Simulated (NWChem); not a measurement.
Energy and gradient calculation, with input and output: C₂H₄FGeNO

- system: C₂H₄FGeNO, SMILES C[O][GeH]([F])[C]#N
- method: B3LYP/6-31G*, RKS (NWChem 7.3.0)

The geometry comes from this level: PBE0-D4/def2-TZVP.

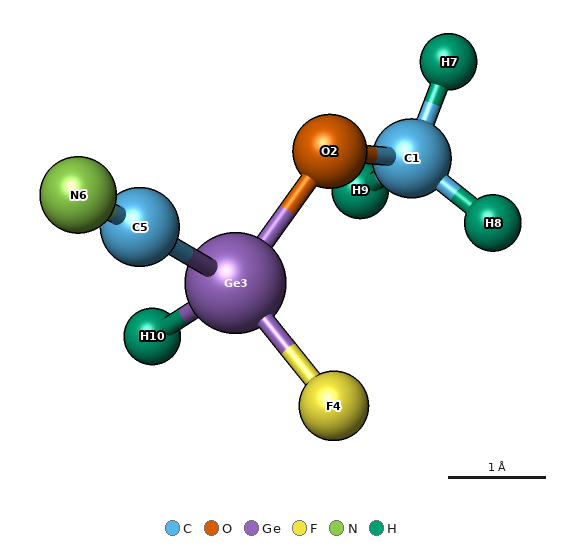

Fig. 1: The input geometry (ball-and-stick view, seen at an oblique angle; atoms are numbered from 1 in the order of the input). Sticks mark near contacts.

### The input
```python
from ase import Atoms
from ase.calculators.nwchem import NWChem

system = Atoms(['C', 'O', 'Ge', 'F', 'C', 'N', 'H', 'H', 'H', 'H'], positions=[
    [0.376800, -1.730100, 0.231600],
    [-0.094700, -0.465600, 0.666900],
    [-0.044400, 0.903700, -0.410300],
    [-1.168600, 0.655800, -1.696400],
    [-0.720700, 2.364700, 0.620500],
    [-1.087500, 3.271500, 1.225900],
    [0.403900, -2.383500, 1.104200],
    [-0.291400, -2.167800, -0.515700],
    [1.388600, -1.670500, -0.186300],
    [1.321000, 1.170600, -1.037500],
])

calc = NWChem(
    label='job',
    theory='dft',
    memory='2200 mb',
    basis='6-31G*',
    dft={'xc': 'b3lyp', 'mult': '1', 'grid': 'fine', 'convergence': 'energy 1e-08', 'iterations': '100', 'mulliken': None, 'print': 'low'},
)
system.calc = calc

forces = system.get_forces()
print(f"energy = {system.get_potential_energy():.6f} eV")
print("forces (eV/A):")
for s, f in zip(system.symbols, forces):
    print(f"{s:2s} {f[0]:10.5f} {f[1]:10.5f} {f[2]:10.5f}")
```

### File job.nwi
```
title "job"

permanent_dir job

scratch_dir job

start job

geometry units angstrom nocenter noautosym noautoz
  C  3.7680000000000002e-01 -1.7301000000000000e+00 2.3160000000000000e-01
  O  -9.4700000000000006e-02 -4.6560000000000001e-01 6.6690000000000005e-01
  Ge -4.4400000000000002e-02 9.0369999999999995e-01 -4.1030000000000000e-01
  F  -1.1686000000000001e+00 6.5580000000000005e-01 -1.6963999999999999e+00
  C  -7.2070000000000001e-01 2.3647000000000000e+00 6.2050000000000005e-01
  N  -1.0874999999999999e+00 3.2715000000000001e+00 1.2259000000000000e+00
  H  4.0389999999999998e-01 -2.3835000000000002e+00 1.1042000000000001e+00
  H  -2.9139999999999999e-01 -2.1678000000000002e+00 -5.1570000000000005e-01
  H  1.3886000000000001e+00 -1.6705000000000001e+00 -1.8629999999999999e-01
  H  1.3210000000000000e+00 1.1706000000000001e+00 -1.0375000000000001e+00
end

memory 2200 mb

basis noprint
   * library 6-31G*
end

dft
  xc b3lyp
  mult 1
  grid fine
  convergence energy 1e-08
  iterations 100
  mulliken
  print low
end

task dft gradient
```

Launch command:
```bash
export ASE_NWCHEM_COMMAND="nwchem PREFIX.nwi > PREFIX.nwo"
python run.py
```

### Output
```
energy = -64905.241046 eV
forces (eV/A):
C     0.10932   -0.26256   -0.10295
O    -0.12562   -0.07898    0.51237
Ge    0.00900    0.33635   -0.13941
F    -0.21788   -0.02741   -0.27398
C     0.48758   -1.05688   -0.72037
N    -0.48301    1.16666    0.78707
H     0.00041   -0.06227    0.07898
H    -0.05641   -0.05878   -0.06289
H     0.10002    0.00077   -0.04402
H     0.17658    0.04309   -0.03481
```

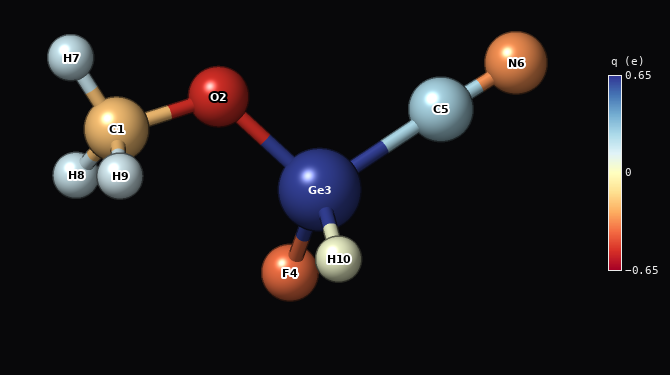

Fig. 2: Mulliken charges, as the colour of each atom (ball-and-stick view, seen at a tilt; atoms are numbered from 1 in the order of the input). By element: C −0.20 to +0.25, O −0.52, Ge +0.62, F −0.38, N −0.31 and H +0.04 to +0.18 e.

### Summary

- outcome: converged
- total energy: −2385.223634 hartree
- largest force: 1.488 eV/Å
- hardware: 1 thread of AMD EPYC (Zen 5), 16 GiB of memory available, shared host
- wall time: 48 s
- peak memory: 0.13 GiB
